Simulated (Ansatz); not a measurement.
# Random alloy of the bcc Mo-W line, x = 0.2593 (54 atoms), relaxed: mesh and functional compared

After relaxation, how do forces and pressure change with k-mesh and functional?

Calculated with Ansatz 0.2.0: Kohn-Sham DFT, PBE, PAW (set soft_2), plane waves; cutoff 420 eV, k-mesh 2×2×2, fermi-dirac smearing of 0.1 eV.

**The cell**

The cell holds 54 atoms: 40 Mo and 14 W. Its edges and angles: a = 9.499 Å, b = 9.499 Å, c = 9.499 Å, α = 90.0°, β = 90.0°, γ = 90.0°. It derives from Mo (bcc Mo-W) and W, repeated 3×3×3. Bcc Mo-W: 54 atoms, 14 of 54 Mo sites given to W at random, cell and internal coordinates interpolated linearly between the end members (Vegard's rule); not relaxed, displaced by a Gaussian of 0.02 Å. Lattice constants are starting values near those of PBE.

Cell and atoms were relaxed with PBE. The walk converged after 5 steps by the program's count, with a largest force component of 2.7e-4 eV/Å; it began at an r.m.s. force component of 0.29 eV/Å. The edges went from 9.499, 9.499, 9.499 to 9.499, 9.499, 9.499 Å, and the volume from 15.871 to 15.871 Å³ an atom (-0.0 %).

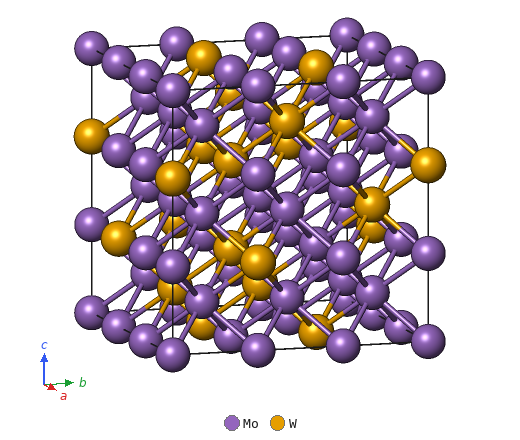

The relaxed cell. Some periodic images of atoms are drawn too.

The input of the reference single point:

```yaml
crystal:
  lattice:
    - [9.49867, 0.00014, 0.00021]
    - [0.00014, 9.49851, 6.0e-05]
    - [0.00021, 6.0e-05, 9.49892]
  atoms:
    - { symbol: Mo, position: [0.99998, 0.99999, 0.99998] }
    - { symbol: Mo, position: [0.16657, 0.16657, 0.16676] }
    - { symbol: Mo, position: [9.0e-05, 0.00011, 0.33325] }
    - { symbol: Mo, position: [0.16674, 0.16676, 0.50005] }
    [... 48 atom lines left out ...]
    - { symbol: Mo, position: [0.66675, 0.66705, 0.66682] }
    - { symbol: Mo, position: [0.83341, 0.83363, 0.83334] }
kpoints:
  mp_grid: { grid: [2, 2, 2] }
hamiltonian:
  xc: pbe
scf:
  occupations: { method: fermi_dirac, width: 0.1 }
output:
  forces: true
  stress: true
  populations: true
  dos:
    method: { smearing: { sigma: 0.08 } }
    de: 0.05
    projected: { site_lists: { Mo: [Mo], W: [W] } }
  eigenvalues: true
  write_density: true
  write_potential: true
  volumetric_format: npy
```

**Levels of theory**

Single points at the relaxed geometry:

| functional | k-mesh | pressure (GPa) | r.m.s. force component (eV/Å) | SCF cycles | time |
| --- | --- | --- | --- | --- | --- |
| PBE | 2×2×2 | 0.00 | 0.000 | 7 | 4.6 s |
| PBE | 3×3×3 | -0.02 | 0.008 | 6 | 7.3 s |
| r2SCAN | 2×2×2 | -2.97 | 0.013 | 11 | 7.2 s |
| PBEsol | 2×2×2 | -8.02 | 0.007 | 7 | 5.6 s |

Cutoffs: 420 eV for PBE and PBEsol; 500 eV for r2SCAN.

**Findings**

Every run has partly filled levels at the Fermi energy, as in a metal. Against the reference the pressure changes with r2SCAN by -3.0 GPa and PBEsol by -8.0 GPa; a negative change means a smaller volume than PBE would take. The denser mesh moves the energy by +13.9 meV/atom and the pressure by -0.02 GPa, so the reference mesh, on which the relaxation ran, isn't converged.

Limits: All single points share the geometry relaxed with PBE. One random arrangement of the atoms on their sites. Spin–orbit coupling is left out, which matters for the levels of the heavy elements.

[Logs are printed without paths, hosts, clocks, repeated set-up lines and the standing remarks that a program may print on its own settings, such as how far it seeks lower states.]

[Hosts, paths, dates, database ids (printed as entryN), source tags and the programs' standing remarks are cut or masked in the printed files.]
